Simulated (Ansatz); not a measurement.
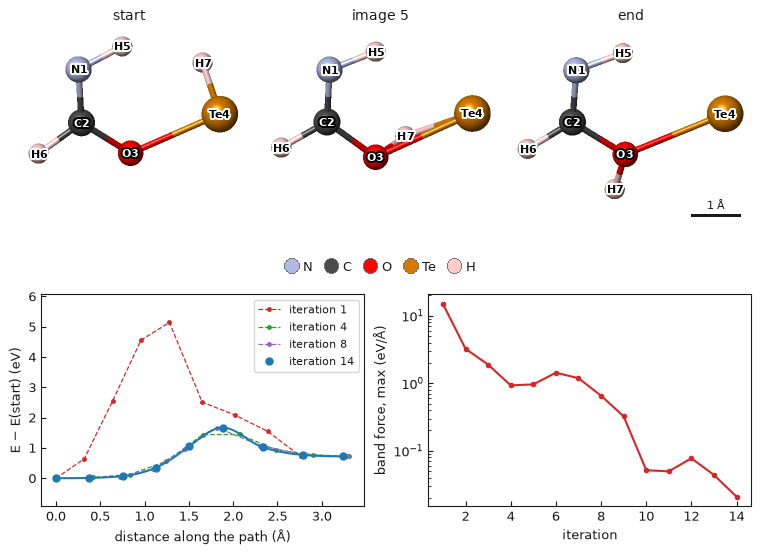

A nudged-elastic-band calculation for CH₃NOTe. Images are numbered from 0 (start) to 8 (end). The plot follows the band through its iterations. The picture is a ball-and-stick view, seen at a tilt.

Computed with RKS PBE0-D4/def2-SVP (Ansatz 0.2.0). Run with 7 movable images; climbing image; force threshold 0.03 eV/Å; iteration limit 60; starting path through a guess of the saddle point.

**How did the profile develop, and is the result final?**

The result is final at these settings. The band converged in 14 iterations. The largest component of the band force went from 15 to 0.021 eV/Å. The climbing image converged on the top of the path. Its vibrational analysis gives one imaginary mode (1450i cm⁻¹), as a transition state must have. The first iteration put the highest image at 5.14 eV. Forward barrier 1.67 eV, backward barrier 0.95 eV, with image 5 at the top; the reaction energy is +0.72 eV.

Cost: 2.6 min on 2 threads of Intel(R) Xeon(R) Platinum 8488C (Sapphire Rapids), on a shared host, peak memory 0.2 GiB.
